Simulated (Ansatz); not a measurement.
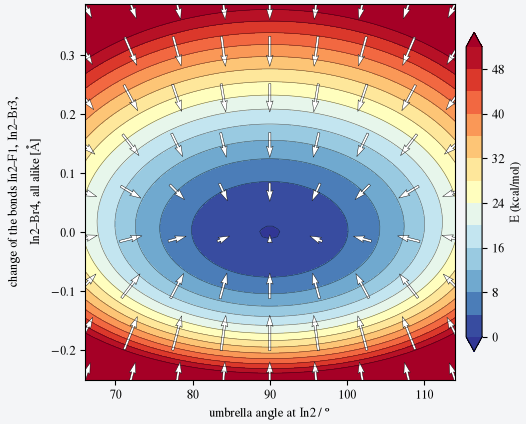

Energy landscape of Br₂FIn, SMILES [F][In]([Br])[Br]. Coordinates scanned: (1) umbrella angle at In2 (between each of its bonds and their common axis; 90 is planar); (2) change of the bonds In2–F1, In2–Br3, In2–Br4, all alike. Nothing is relaxed (all other coordinates rigid). The scan uses a 9 × 9 grid; 45 points were computed and 36 follow by symmetry. Points are written as (first, second). All energies are given in kcal/mol relative to the lowest grid point. These are results of Ansatz, RKS BHLYP-D4/def2-SVP, not measurements.

The picture shows filled contours, arrows along the force (downhill), their lengths compressed, one colour for all values above the top of the scale. Between grid points the surface is interpolated. 

Q: What does the map say about the system?

A: The lowest grid point is at (90°, −0.011 Å). No other kind of well shows on this grid. The highest grid point, (66°, −0.250 Å), lies 89 kcal/mol above the lowest. Round the minimum the two coordinates are nearly uncoupled.

Each point was launched as `ansatz run input.yaml --threads 1 --pin off --max-ram 2560MiB --backend cpu --events-out ev --progress --plain --runs-dir out`. Time for the 45 points that were run: 14 min on 1 thread of Arm Neoverse N1 (shared host).
